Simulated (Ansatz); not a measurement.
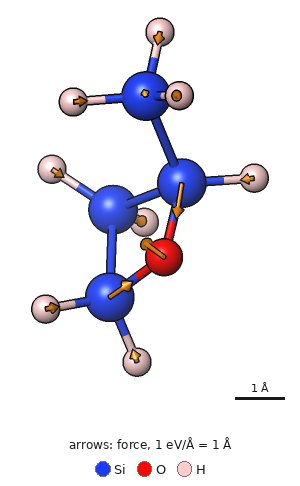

Starting geometry of Si4H8O with the computed forces as orange arrows. A ball-and-stick model, seen from a free direction.

The start comes from PBE-D4/def2-SVP.

Method: RKS PBE0-D4/def2-TZVP (Ansatz 0.2.0). Settings: force threshold 0.005 eV/Å; at most 150 steps.

Question: What follows when this structure is relaxed?

Answer: It isn't relaxed: the largest force vector, on the O atom, is 1.18 eV/Å. The final displacements follow the starting forces only in part (cosine between the two patterns 0.36). After 11 geometry steps the energy has fallen by 7.05 kJ/mol. Largest force component: 1.1 eV/Å at the start, 0.0039 eV/Å at the end. An H atom moves most after the best rigid fit: 0.091 Å. By element the largest moves are H 0.091 Å, O 0.077 Å, Si 0.060 Å. Some distances before and after: O–Si 1.722 → 1.681 Å, H–Si 1.505 → 1.486 Å, Si–Si 2.373 → 2.356 Å, Si–Si 2.352 → 2.340 Å. Cost: 62 s on 4 threads of Arm Neoverse V2 (shared host).
